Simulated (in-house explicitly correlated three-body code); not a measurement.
Two electrons around a point charge Z = 19.917. Computed variationally in 260 exponentially correlated functions with an in-house code, non-relativistic, converged to about 10⁻⁸ of the energy. Wanted, and plotted below: the distribution of the distance r₁₂ between the electrons in the ground state (one pair, times 4πr₁₂²) and its difference from that of the Kohn-Sham determinant with the same density, the Coulomb hole.

The pair density peaks near r₁₂ = 0.086 bohr, and ⟨r₁₂⟩ = 0.1125 bohr. Correlation takes weight from short distances: the hole is deepest (−0.086 bohr⁻¹) near 0.044 bohr and first changes sign near 0.089 bohr, moving 0.44 % of the pair outwards. The mean cosine of the angle between the electrons is −0.00668, and the density-functional correlation energy is −46.15 millihartree.

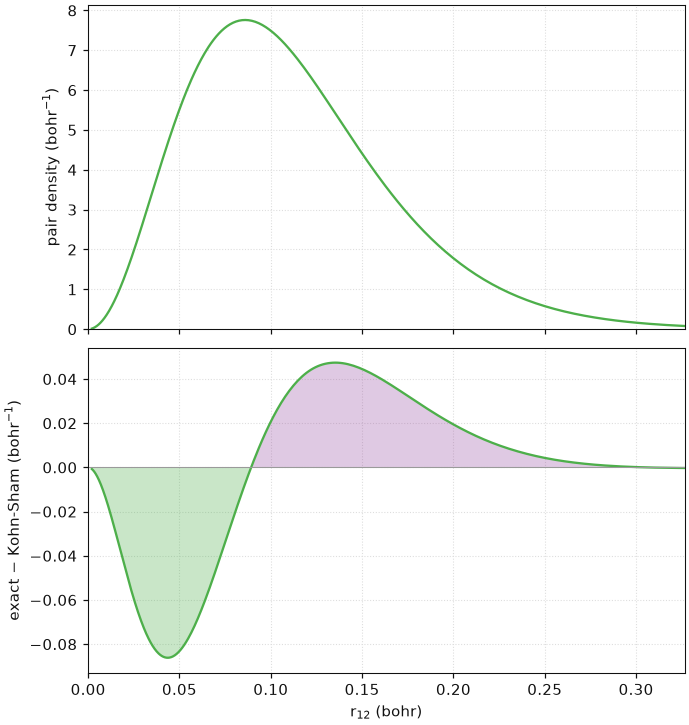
